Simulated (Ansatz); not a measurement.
# GeH4 (singlet): the correlation ladder at distance Ge1–H2 = 2.149 Å, cc-pVTZ

Aim: climb from Hartree-Fock through coupled cluster and multireference methods for GeH4 (singlet) at one geometry and basis, and see what each rung misses.

Program: Ansatz 0.2.0, Gaussian basis. Level of theory: cc-pVTZ, core rule «outside noble gas», up to 14 orbitals frozen. These are calculated values, not measurements.

The runs, in order: UHF; CCSD(T) on RHF; BCCD(T) on RHF; CCSDT(Q) on RHF; CASSCF and MRCISD+Q, 2 electrons in 2 orbitals; CASSCF and NEVPT2, 2 electrons in 2 orbitals; CASSCF and MRCISD+Q, 8 electrons in 8 orbitals; CASSCF and NEVPT2, 8 electrons in 8 orbitals.

## 1. The system

The geometry derives from a PBE0/def2-TZVP stationary point (not a proven minimum). One bond is set to the value named and the two fragments are kept rigid. No spin-orbit coupling is included. The filled d shell of Ge may be among the frozen orbitals whatever the setting's name suggests.

5 atoms, charge 0, spin multiplicity 1.

Atoms are counted from 1 here; the program's logs count them from 0.

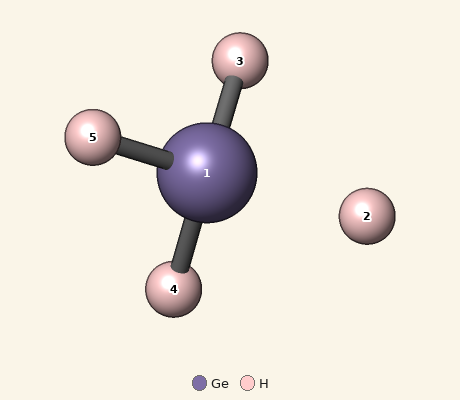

The structure; germanium purple, hydrogen pink; atoms are numbered from 1 in the order of the file.

In the tables R marks a restricted determinant and U an unrestricted one; 'pair' is the active space of 2 electrons in 2 orbitals; 'valence' is the active space of 8 electrons in 8 orbitals; energies count from the table's Hartree-Fock row.

## 2. UHF

The input, in.yaml:

```yaml
crystal:
  periodic: [false, false, false]
  atoms:
    - {symbol: Ge, position_ang: [-0.004657, -0.004672, -0.004666]}
    - {symbol: H, position_ang: [1.233922, 1.237932, 1.236325]}
    - {symbol: H, position_ang: [-0.892543, -0.888693, 0.880995]}
    - {symbol: H, position_ang: [-0.888482, 0.879841, -0.893890]}
    - {symbol: H, position_ang: [0.882729, -0.892364, -0.887150]}
basis:
  gaussian: {orbitals: cc-pVTZ}
magnetization: {spin_polarized: true, initial_magnetization: 0}
hamiltonian: {xc: hf}
output: {orbitals: {seedname: orbitals}}
```

The run is started by

```
$ ansatz run in.yaml --threads 1 --pin off --events-out ev --progress --plain --max-ram 2816MiB --backend cpu
```

Log:

```text
Functional definition: HF
  name "HF"
  cite "Fock, Z. Phys. 61, 126 (1930) doi:10.1007/BF01340294"
  parent pbe
  exchange = exact_x
  correlation = 0
707 factors; their error is unknown
mean field evaluation 1: about -56534.5780 eV, gradient 7.1e0 eV
mean field evaluation 2: about -56535.0752 eV, gradient 2.4e0 eV
mean field evaluation 4: about -56535.1291 eV, gradient 9.6e-2 eV
mean field evaluation 8: about -56535.9545 eV, gradient 3.7e-5 eV
mean field evaluation 16: about -56526.5636 eV, gradient 1.6e1 eV
mean field evaluation 32: about -56521.4362 eV, gradient 1.5e1 eV
mean field -56535.95449239 eV, -2077.6580061489 hartree, gradient 1.0e-5 eV, S^2 0.000000; 0 other end points of the search recorded, 0 dependent functions left out
reference -56535.95449239 eV, -2077.6580061489 hartree; 18, 18 occupied and 81, 81 virtual orbitals, 707 factors
Total energy: -56535.95449239 eV, -2077.6580061489 hartree
```

Run time: 2 s. Hardware: 1 thread of AMD EPYC 7R13, shared host; peak memory 0.27 GiB.

From the report: ⟨S²⟩ of the determinant 0.000 (pure singlet: 0.00).

The unrestricted search falls back on the restricted solution.

## 3. CCSD(T) on RHF

in.yaml, as its differences from that of step 2:

```diff
@@ -10,4 +10,3 @@
   gaussian: {orbitals: cc-pVTZ}
-magnetization: {spin_polarized: true, initial_magnetization: 0}
-hamiltonian: {xc: hf}
-output: {orbitals: {seedname: orbitals}}
+magnetization: {spin_polarized: false}
+correlation: {method: ccsd_t, electrons: outside_noble_gas}
```

The command is unchanged.

Log (excerpt; [...] marks lines left out):

```text
Functional definition: HF
  name "HF"
  cite "Fock, Z. Phys. 61, 126 (1930) doi:10.1007/BF01340294"
  parent pbe
[...]
577 factors; integrals over basis functions are off by at most 1.0e-3 eV
[...]
mean field -56535.95516123 eV, -2077.6580307283 hartree, gradient 8.4e-6 eV, S^2 0.000000; 1 other end points of the search recorded, 0 dependent functions left out
14 core orbitals not correlated: weight in the atoms' cores, before any rotation towards them, 1.000 or more for the frozen orbitals, at most 0.000 for the correlated occupied ones
reference -56535.95516123 eV, -2077.6580307283 hartree; 4, 4 occupied and 81, 81 virtual orbitals, 577 factors
second order -3.82765190 eV of doubles, -0.00000000 eV of singles
cycle   1  -4.42923967 eV  change   -6.0e-1 eV  update   6.8e-2
[...]
cycle   9  -4.72310859 eV  change    4.5e-6 eV  update   2.1e-6
perturbative correction -0.12264268 eV, -0.0045070355 hartree
Total energy: -56540.80091250 eV, -2077.8361088029 hartree
```

It took 1.6 s on 1 thread of AMD EPYC 7R13, shared host; peak memory 0.28 GiB.

From the report: correlation -4.8458 eV; T1 0.015; largest double amplitude 0.13.

## 4. BCCD(T) on RHF

in.yaml, as its differences from that of step 3:

```diff
@@ -11,2 +11,2 @@
 magnetization: {spin_polarized: false}
-correlation: {method: ccsd_t, electrons: outside_noble_gas}
+correlation: {method: bccd_t, electrons: outside_noble_gas}
```

Launched as before.

Log (excerpt; [...] marks lines left out):

```text
Functional definition: HF
  name "HF"
  cite "Fock, Z. Phys. 61, 126 (1930) doi:10.1007/BF01340294"
  parent pbe
[...]
577 factors; integrals over basis functions are off by at most 1.0e-3 eV
[...]
mean field -56535.95516123 eV, -2077.6580307283 hartree, gradient 8.4e-6 eV, S^2 0.000000; 1 other end points of the search recorded, 0 dependent functions left out
14 core orbitals not correlated: weight in the atoms' cores, before any rotation towards them, 1.000 or more for the frozen orbitals, at most 0.000 for the correlated occupied ones
reference -56535.95516123 eV, -2077.6580307283 hartree; 4, 4 occupied and 81, 81 virtual orbitals, 577 factors
second order -3.82765190 eV of doubles, -0.00000000 eV of singles
cycle   1  -4.43803878 eV  change   -6.1e-1 eV  update   6.8e-2
[...]
cycle   9  -4.71903785 eV  change    2.9e-6 eV  update   3.4e-6
perturbative correction -0.12747176 eV, -0.0046845006 hartree
Total energy: -56540.80167083 eV, -2077.8361366712 hartree
```

Run time: 2.2 s. Hardware: 1 thread of AMD EPYC 7R13, shared host; peak memory 0.32 GiB.

From the report: correlation -4.8465 eV; largest double amplitude 0.13.

## 5. CCSDT(Q) on RHF

in.yaml, as its differences from that of step 4:

```diff
@@ -11,2 +11,2 @@
 magnetization: {spin_polarized: false}
-correlation: {method: bccd_t, electrons: outside_noble_gas}
+correlation: {method: ccsdt_q, electrons: outside_noble_gas}
```

The run is started by

```
$ ansatz run in.yaml --threads 2 --pin off --events-out ev --progress --plain --max-ram 16896MiB --backend cuda --devices 0, --max-vram 18GiB
```

Log (excerpt; [...] marks lines left out):

```text
Functional definition: HF
  name "HF"
  cite "Fock, Z. Phys. 61, 126 (1930) doi:10.1007/BF01340294"
  parent pbe
[...]
1185 factors; integrals over basis functions are off by at most 1.6e-7 eV
[...]
mean field -56535.95518358 eV, -2077.6580315498 hartree, gradient 2.4e-6 eV, S^2 0.000000; 0 other end points of the search recorded, 0 dependent functions left out
14 core orbitals not correlated: weight in the atoms' cores, before any rotation towards them, 1.000 or more for the frozen orbitals, at most 0.000 for the correlated occupied ones
reference -56535.95518358 eV, -2077.6580315498 hartree; 4, 4 occupied and 81, 81 virtual orbitals, 1185 factors
second order -3.82769347 eV of doubles, -0.00000000 eV of singles
cycle   1  -4.42921204 eV  change   -6.0e-1 eV  update   7.4e-2
[...]
cycle  13  -4.86975864 eV  change   -7.5e-7 eV  update   1.8e-7
perturbative correction -0.00410300 eV, -0.0001507826 hartree
Total energy: -56540.82904523 eV, -2077.8371426618 hartree
```

Wall time 2.5 s (1 × H100 (card shared with other runs) with 2 threads of AMD EPYC 7R13, shared host); peak host memory 0.82 GiB.

From the report: correlation -4.8739 eV; T1 0.015; largest double amplitude 0.15.

## 6. CASSCF and MRCISD+Q, 2 electrons in 2 orbitals

in.yaml, as its differences from that of step 5:

```diff
@@ -10,3 +10,2 @@
   gaussian: {orbitals: cc-pVTZ}
-magnetization: {spin_polarized: false}
-correlation: {method: ccsdt_q, electrons: outside_noble_gas}
+correlation: {method: fic_mrcisd_q, electrons: outside_noble_gas, active_space: {window: {electrons: 2, orbitals: 2}}}
```

Launched as before.

Log (excerpt; [...] marks lines left out):

```text
Functional definition: HF
  name "HF"
  cite "Fock, Z. Phys. 61, 126 (1930) doi:10.1007/BF01340294"
  parent pbe
[...]
577 factors; integrals over basis functions are off by at most 1.0e-3 eV
[...]
mean field -56535.95516123 eV, -2077.6580307283 hartree, gradient 8.4e-6 eV, S^2 0.000000; 0 other end points of the search recorded, 0 dependent functions left out
reference -56535.95516123 eV, -2077.6580307283 hartree; 18, 18 occupied and 81, 81 virtual orbitals, 577 factors
state -56536.71851986 eV, -2077.6860836405 hartree
contracted CI cycle   1: correlation 0.00000000 eV, 0.0000000000 hartree, residual 1.67e1 eV
contracted CI cycle   2: correlation -3.70552722 eV, -0.1361756137 hartree, residual 3.02e0 eV
contracted CI cycle   3: correlation -3.81351191 eV, -0.1401439780 hartree, residual 6.04e-1 eV
contracted CI cycle   4: correlation -3.81937080 eV, -0.1403592880 hartree, residual 1.91e-1 eV
contracted CI cycle   5: correlation -3.81984005 eV, -0.1403765325 hartree, residual 5.07e-2 eV
contracted CI cycle   6: correlation -3.81987543 eV, -0.1403778328 hartree, residual 1.53e-2 eV
contracted CI cycle   7: correlation -3.81987864 eV, -0.1403779509 hartree, residual 4.88e-3 eV
contracted CI cycle   8: correlation -3.81987899 eV, -0.1403779636 hartree, residual 1.62e-3 eV
contracted CI cycle   9: correlation -3.81987902 eV, -0.1403779649 hartree, residual 5.05e-4 eV
state -56536.71851986 eV, -2077.6860836405 hartree; corrected -56540.82655418 eV, -2077.8370511175 hartree
Total energy: -56540.82655418 eV, -2077.8370511175 hartree
```

Run time: 2.8 s. Hardware: 1 × H100 (card shared with other runs) with 2 threads of AMD EPYC 7R13, shared host; peak host memory 0.83 GiB.

From the report: 4 determinants; active occupations 1.91, 0.09.

## 7. CASSCF and NEVPT2, 2 electrons in 2 orbitals

in.yaml, as its differences from that of step 6:

```diff
@@ -10,2 +10,2 @@
   gaussian: {orbitals: cc-pVTZ}
-correlation: {method: fic_mrcisd_q, electrons: outside_noble_gas, active_space: {window: {electrons: 2, orbitals: 2}}}
+correlation: {method: sc_nevpt2, electrons: outside_noble_gas, active_space: {window: {electrons: 2, orbitals: 2}}}
```

The command is unchanged.

Log:

```text
Functional definition: HF
  name "HF"
  cite "Fock, Z. Phys. 61, 126 (1930) doi:10.1007/BF01340294"
  parent pbe
  exchange = exact_x
  correlation = 0
577 factors; integrals over basis functions are off by at most 1.0e-3 eV
mean field evaluation 1: about -56535.3833 eV, gradient 9.8e0 eV
mean field evaluation 2: about -56535.4017 eV, gradient 9.9e0 eV
mean field evaluation 4: about -56535.9514 eV, gradient 1.6e0 eV
mean field evaluation 8: about -56535.9552 eV, gradient 6.1e-5 eV
mean field -56535.95516123 eV, -2077.6580307283 hartree, gradient 8.4e-6 eV, S^2 0.000000; 0 other end points of the search recorded, 0 dependent functions left out
reference -56535.95516123 eV, -2077.6580307283 hartree; 18, 18 occupied and 81, 81 virtual orbitals, 577 factors
state -56536.71851986 eV, -2077.6860836405 hartree
state -56536.71851986 eV, -2077.6860836405 hartree; corrected -56539.95617639 eV, -2077.8050653235 hartree
Total energy: -56539.95617639 eV, -2077.8050653235 hartree
```

It took 3.3 s on 1 × H100 (card shared with other runs) with 2 threads of AMD EPYC 7R13, shared host; peak host memory 0.8 GiB.

From the report: 4 determinants; active occupations 1.91, 0.09.

## 8. CASSCF and MRCISD+Q, 8 electrons in 8 orbitals

in.yaml, as its differences from that of step 7:

```diff
@@ -10,2 +10,2 @@
   gaussian: {orbitals: cc-pVTZ}
-correlation: {method: sc_nevpt2, electrons: outside_noble_gas, active_space: {window: {electrons: 2, orbitals: 2}}}
+correlation: {method: fic_mrcisd_q, electrons: outside_noble_gas, active_space: {window: {electrons: 8, orbitals: 8}, shells: [{species: Ge, l: s, shell: 4}, {species: Ge, l: p, shell: 4}, {species: H, l: s, shell: 1}]}}
```

Same command.

Log (excerpt; [...] marks lines left out):

```text
Functional definition: HF
  name "HF"
  cite "Fock, Z. Phys. 61, 126 (1930) doi:10.1007/BF01340294"
  parent pbe
[...]
1185 factors; integrals over basis functions are off by at most 1.6e-7 eV
[...]
mean field -56535.95518358 eV, -2077.6580315498 hartree, gradient 2.4e-6 eV, S^2 0.000000; 0 other end points of the search recorded, 0 dependent functions left out
reference -56535.95518358 eV, -2077.6580315498 hartree; 18, 18 occupied and 81, 81 virtual orbitals, 1185 factors
state -56537.94814533 eV, -2077.7312715431 hartree
contracted CI cycle   1: correlation 0.00000000 eV, 0.0000000000 hartree, residual 1.43e1 eV
contracted CI cycle   2: correlation -2.58680349 eV, -0.0950632747 hartree, residual 3.35e0 eV
contracted CI cycle   3: correlation -2.71826700 eV, -0.0998944698 hartree, residual 8.26e-1 eV
contracted CI cycle   4: correlation -2.72628969 eV, -0.1001892981 hartree, residual 2.13e-1 eV
contracted CI cycle   5: correlation -2.72680034 eV, -0.1002080643 hartree, residual 5.46e-2 eV
contracted CI cycle   6: correlation -2.72683387 eV, -0.1002092964 hartree, residual 1.37e-2 eV
contracted CI cycle   7: correlation -2.72683609 eV, -0.1002093781 hartree, residual 3.53e-3 eV
contracted CI cycle   8: correlation -2.72683623 eV, -0.1002093833 hartree, residual 8.93e-4 eV
state -56537.94814533 eV, -2077.7312715431 hartree; corrected -56540.81311512 eV, -2077.8365572411 hartree
Total energy: -56540.81311512 eV, -2077.8365572411 hartree
Checks for a lower state left out: starts, orbital_swaps
```

Wall time 3.9 s (1 × H100 (card shared with other runs) with 2 threads of AMD EPYC 7R13, shared host); peak host memory 0.87 GiB.

From the report: 2,500 determinants; active occupations 1.98, 1.97, 1.97, 1.91, 0.09, 0.03, 0.02, 0.02.

## 9. CASSCF and NEVPT2, 8 electrons in 8 orbitals

in.yaml, as its differences from that of step 8:

```diff
@@ -10,2 +10,2 @@
   gaussian: {orbitals: cc-pVTZ}
-correlation: {method: fic_mrcisd_q, electrons: outside_noble_gas, active_space: {window: {electrons: 8, orbitals: 8}, shells: [{species: Ge, l: s, shell: 4}, {species: Ge, l: p, shell: 4}, {species: H, l: s, shell: 1}]}}
+correlation: {method: sc_nevpt2, electrons: outside_noble_gas, active_space: {window: {electrons: 8, orbitals: 8}, shells: [{species: Ge, l: s, shell: 4}, {species: Ge, l: p, shell: 4}, {species: H, l: s, shell: 1}]}}
```

The run is started by

```
$ ansatz run in.yaml --threads 1 --pin off --events-out ev --progress --plain --max-ram 2816MiB --backend cpu
```

Log:

```text
Functional definition: HF
  name "HF"
  cite "Fock, Z. Phys. 61, 126 (1930) doi:10.1007/BF01340294"
  parent pbe
  exchange = exact_x
  correlation = 0
1185 factors; integrals over basis functions are off by at most 1.6e-7 eV
mean field evaluation 1: about -56535.3576 eV, gradient 9.8e0 eV
mean field evaluation 2: about -56535.3965 eV, gradient 9.9e0 eV
mean field evaluation 4: about -56535.9516 eV, gradient 1.6e0 eV
mean field evaluation 8: about -56535.9552 eV, gradient 5.8e-5 eV
mean field -56535.95518358 eV, -2077.6580315498 hartree, gradient 2.4e-6 eV, S^2 0.000000; 0 other end points of the search recorded, 0 dependent functions left out
reference -56535.95518358 eV, -2077.6580315498 hartree; 18, 18 occupied and 81, 81 virtual orbitals, 1185 factors
state -56537.94814533 eV, -2077.7312715431 hartree
state -56537.94814533 eV, -2077.7312715431 hartree; corrected -56539.98932992 eV, -2077.8062836935 hartree
Total energy: -56539.98932992 eV, -2077.8062836935 hartree
Checks for a lower state left out: starts, orbital_swaps
```

Run time: 6 s. Hardware: 1 thread of AMD EPYC 7R13, shared host; peak memory 0.28 GiB.

From the report: 2,500 determinants; active occupations 1.98, 1.97, 1.97, 1.91, 0.09, 0.03, 0.02, 0.02.

## 10. Natural occupations

Natural occupations of the CASSCF valence state about the gap (report; correlated orbitals 1 to 8): 1.985, 1.973, 1.973, 1.911, 0.092, 0.027, 0.020, 0.020. The count of effectively unpaired electrons, Σ n²(2 − n)², is 0.07; a single determinant of this spin has 0.

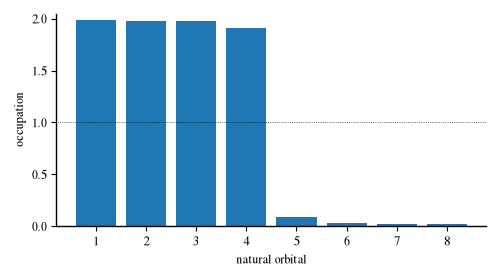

Natural occupations of the CASSCF valence state.

## 11. The ladder

The yardstick is RCCSDT(Q), where the cluster series has nearly closed. Rows without a time are mean-field rows or come out of runs for another level: lower rungs of the coupled-cluster runs, CASSCF and MRCISD of the multireference runs, or the Hartree-Fock search.

Differences are taken before rounding.

```tsv
method	energy from the lowest RHF (meV)	from RCCSDT(Q) (meV)	time
RHF	0.0	+4873.9	
RMP2	-3827.7	+1046.2	
RCCSD	-4723.1	+150.8	
RCCSD(T)	-4845.8	+28.1	1.6 s
BCCD(T)	-4846.5	+27.4	2.2 s
RCCSDT	-4869.8	+4.1	
RCCSDT(Q)	-4873.9	0	2.5 s (GPU)
CASSCF pair	-763.4	+4110.5	
NEVPT2 pair	-4001.0	+872.9	3.3 s (GPU)
MRCISD pair	-4583.2	+290.6	
MRCISD+Q pair	-4871.4	+2.5	2.8 s (GPU)
CASSCF valence	-1993.0	+2880.9	
NEVPT2 valence	-4034.2	+839.7	6 s
MRCISD valence	-4719.8	+154.1	
MRCISD+Q valence	-4858.0	+15.9	3.9 s (GPU)
```

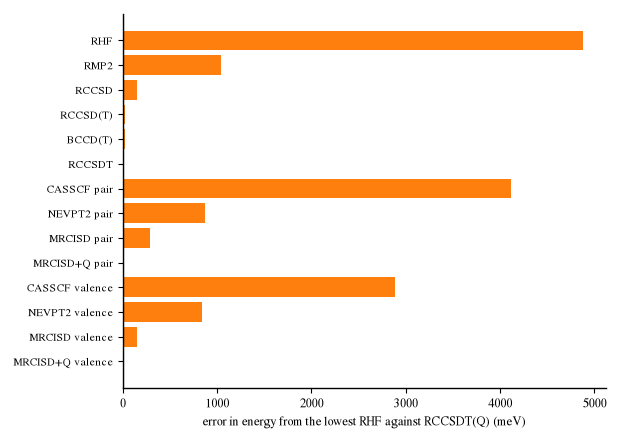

Error of each method against RCCSDT(Q).

Some runs used a GPU and others CPU threads alone; cost is compared among the CPU runs only.

## 12. What came out

| quantity | value |
| --- | --- |
| RCCSDT(Q) from the RHF energy | -4.8739 eV |
| RMP2 from RCCSDT(Q) | +1046.2 meV |
| RCCSD from RCCSDT(Q) | +150.8 meV |
| RCCSD(T) from RCCSDT(Q) | +28.1 meV |
| NEVPT2 pair from RCCSDT(Q) | +872.9 meV |
| MRCISD+Q pair from RCCSDT(Q) | +2.5 meV |
| NEVPT2 valence from RCCSDT(Q) | +839.7 meV |
| levels within 1 kcal/mol (43 meV) | RCCSD(T), BCCD(T), RCCSDT, MRCISD+Q pair, MRCISD+Q valence |
| T1 diagnostic | 0.015 |
| effectively unpaired electrons | 0.07 |

What this shows: RCCSD(T) lands +28.1 meV from the yardstick (0.6 % of the correlation energy). One determinant dominates. Of the multireference levels listed MRCISD+Q pair comes nearest in total energy (+2.5 meV), which doesn't show that its space is the better one. These misses are within one basis, not against nature.
